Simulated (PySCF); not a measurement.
**Excited-state calculation, with input and output: Si3S3F6**

The run: excited-state calculation of Si3S3F6 (cyclo-(F2SiS)3). Method and program: TDDFT B3LYP/def2-SVPD, vertical, gas phase, core orbitals frozen in the response (PySCF 2.14.0).

The geometry comes from this level: PBE0-D3(BJ)/def2-SVP. It belongs to a series of runs on one base structure; here: F, n=3.

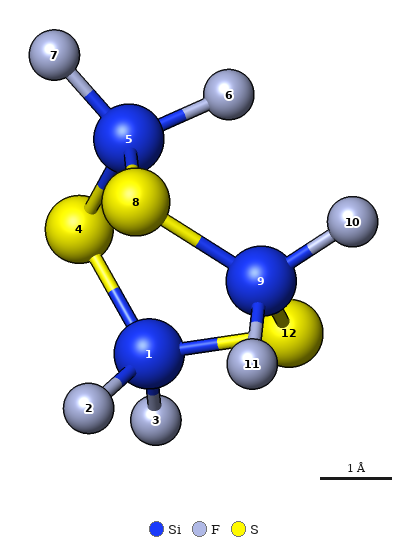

**Figure 1.** The structure (ball-and-stick view, seen at a tilt; atoms are numbered from 1 in the order of the input).

Results in brief:

- outcome: converged
- total energy: −2661.711405 hartree
- HOMO: −8.53 eV
- LUMO: −1.61 eV
- dipole moment: 0.73 D
- mean polarisability: 119.76 a.u.
- lowest singlet excitation: 5.87 eV
- hardware: 2 CPU threads, shared host
- wall time: 80 s (CPU time 2.9 min)
- peak memory: 1.7 GiB

Input:
```
{"job": {"kind": "uv", "xc": "B3LYP", "basis": "def2-SVPD", "ip": false, "nstates": 10}, "charge": 0, "multiplicity": 1}
Si     1.298211     0.522193    -1.252654
F      1.131892     2.065773    -0.850924
F      2.236624     0.452990    -2.546125
S      2.304615    -0.546745     0.279402
Si     0.619954    -0.979387     1.491831
F     -0.111973    -2.319650     1.003486
F      1.186048    -1.238569     2.965516
S     -0.786514     0.604233     1.646453
Si    -1.777189     0.405687    -0.215314
F     -3.014492    -0.607587    -0.138164
F     -2.392818     1.852969    -0.513946
S     -0.578897    -0.294646    -1.818551
```

The first line tells a small driver script what to run in PySCF; the rest is the geometry in Å.

Launch command:
```bash
OMP_NUM_THREADS=2 python <driver script> task.json out
```

Output:
```
coarse grid: 16264 points
cycle   1  E = -2661.1499964299  dE =  1.742e+00  |g| = 1.241e+00  |ddm| = 6.142e+00
cycle   2  E = -2660.5723633029  dE =  5.776e-01  |g| = 2.242e+00  |ddm| = 4.439e+00
cycle   3  E = -2661.4313106035  dE = -8.589e-01  |g| = 1.137e-01  |ddm| = 2.516e+00
cycle   4  E = -2661.4342959607  dE = -2.985e-03  |g| = 4.457e-02  |ddm| = 3.254e-01
cycle   5  E = -2661.4347599342  dE = -4.640e-04  |g| = 1.320e-02  |ddm| = 8.704e-02
cycle   6  E = -2661.4348087959  dE = -4.886e-05  |g| = 2.435e-03  |ddm| = 3.109e-02
cycle   7  E = -2661.4348100926  dE = -1.297e-06  |g| = 5.300e-04  |ddm| = 5.864e-03
final grid: 140640 points
cycle   8  E = -2661.7114020219  dE = -1.771e-05  |g| = 4.113e-03  |ddm| = 4.906e-02
cycle   9  E = -2661.7113977733  dE =  4.249e-06  |g| = 6.611e-03  |ddm| = 8.557e-03
cycle  10  E = -2661.7114047825  dE = -7.009e-06  |g| = 2.871e-04  |ddm| = 5.660e-03
cycle  11  E = -2661.7114048030  dE = -2.050e-08  |g| = 7.268e-05  |ddm| = 6.781e-04
cycle  12  E = -2661.7114048044  dE = -1.401e-09  |g| = 2.162e-05  |ddm| = 1.826e-04
cycle  13  E = -2661.7114048045  dE = -1.055e-10  |g| = 8.085e-06  |ddm| = 4.747e-05
```

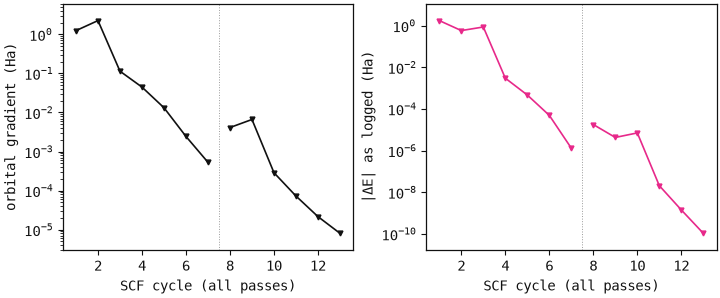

**Figure 2.** Convergence of the self-consistent field: orbital gradient and size of the energy change against the SCF cycle. The dotted line marks the change from a coarse to the final integration grid. The first 7 cycles use a coarse grid, the final grid takes over at cycle 8, and the field converges after 13 cycles in all.

```
converged SCF energy = -2661.7114048045

Static polarisability (au): isotropic 119.764, principal 99.369 127.229 132.693

Singlet excitations
state   eV       nm        f      main configurations
  1   5.8688    211.3   0.00118   H->L 0.94
  2   5.9855    207.1   0.00837   H->L+1 0.92
  3   6.1700    200.9   0.00003   H-1->L 0.89
  4   6.2223    199.3   0.00473   H->L+2 0.81, H-1->L+1 0.11
  5   6.4799    191.3   0.00273   H-1->L+1 0.81, H->L+2 0.12
  6   6.5075    190.5   0.00698   H-1->L+2 0.69, H-1->L+3 0.19
  7   6.5808    188.4   0.02335   H->L+3 0.84
  8   6.7096    184.8   0.00218   H-2->L 0.78, H->L+4 0.09
  9   6.8232    181.7   0.01970   H-1->L+3 0.74, H-1->L+2 0.14, H-2->L+1 0.08
 10   6.9624    178.1   0.00032   H-2->L+1 0.83, H-1->L+2 0.09

Triplet excitations (Tamm-Dancoff, eV): 5.6553 5.6616 5.8561 5.8963
```

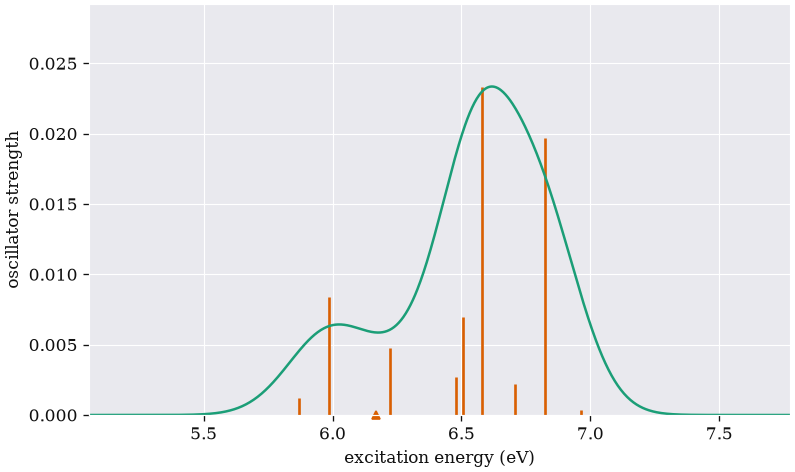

**Figure 3.** Computed excitations as sticks (degenerate states added up, dark ones marked on the axis), with a Gaussian envelope of 0.35 eV full width at half maximum, scaled to the tallest. Of the 10 states the lowest lies at 5.87 eV (f = 0.001); the strongest line is at 6.58 eV, or 188 nm (f = 0.023).

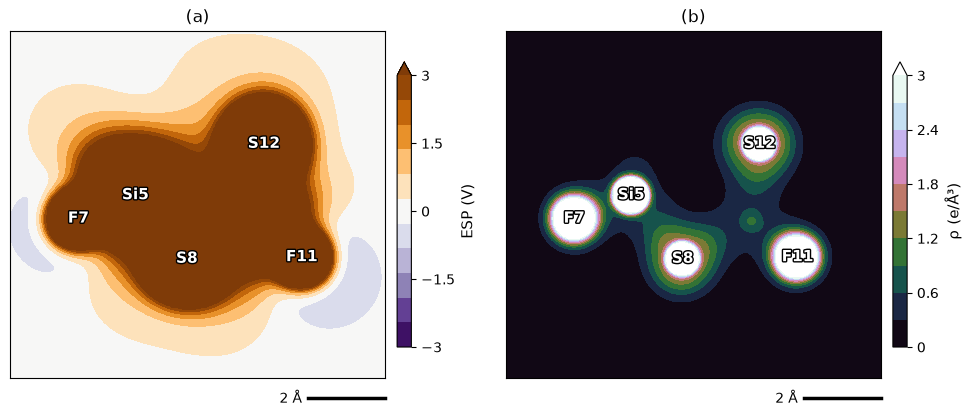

**Figure 4.** (a) molecular electrostatic potential; (b) total electron density on the plane of atoms F7, Si5 and S8. Atoms in the plane: Si, F and S. Si–F (1.60 Å): ρ is about 1.1 e/Å³ halfway. Si–S (2.12 Å): ρ is about 0.85 e/Å³ halfway.

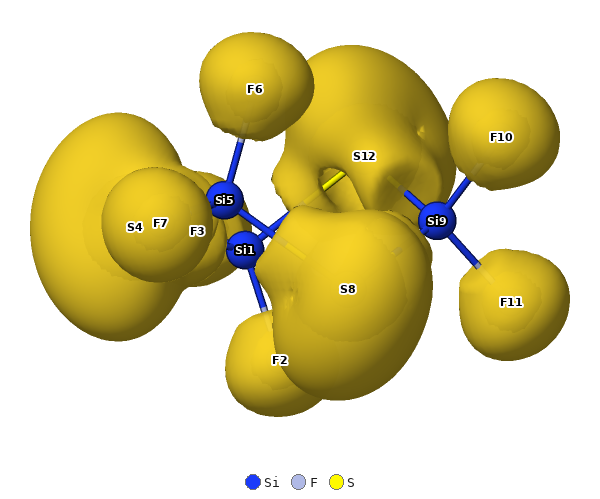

**Figure 5.** Isosurface of the electron localisation function at 0.75 (yellow), seen from the side. Only the valence region is drawn (cores and ρ < 0.01 e/Å³ removed). Along the contacts the grid gives the following. Si–F (1.60 Å): the ELF peaks at about 0.85 between the atoms. Si–S (2.12 Å): the ELF peaks at about 0.90 between the atoms (a shared electron pair).

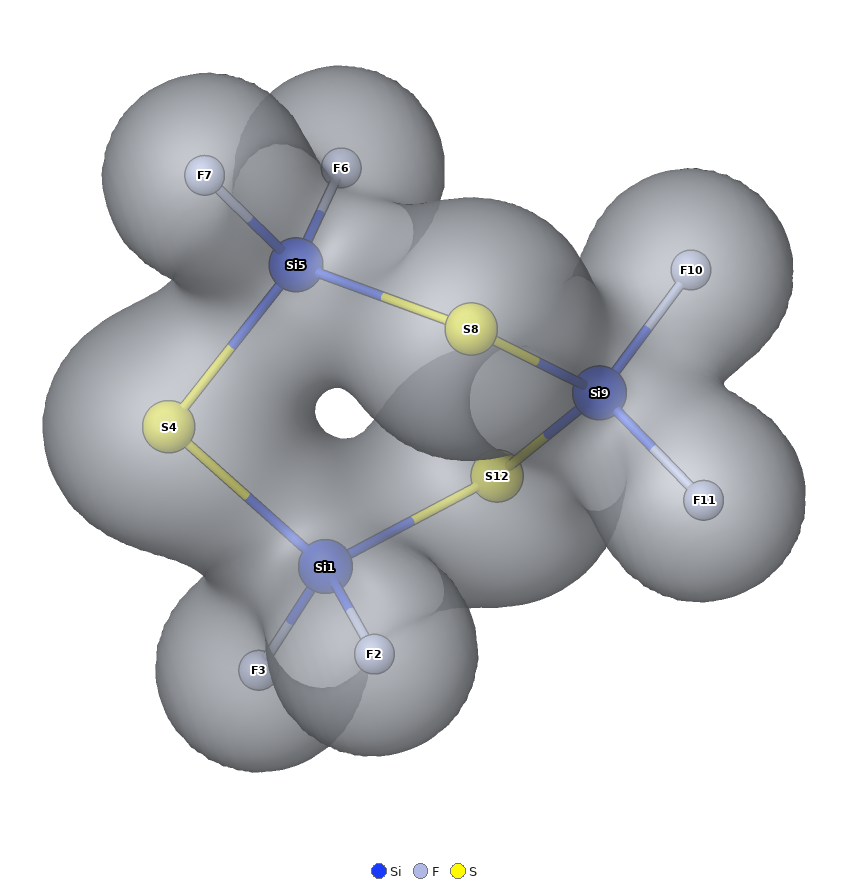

**Figure 6.** Isosurface of the electron density at 0.2 e/Å³ (grey), seen at a tilt. At this value the surface is in one piece. On the grid the lowest density along these lines, outside the cores, is 0.9 e/Å³ (Si–F, 1.60 Å) and 0.67 e/Å³ (Si–S, 2.12 Å).
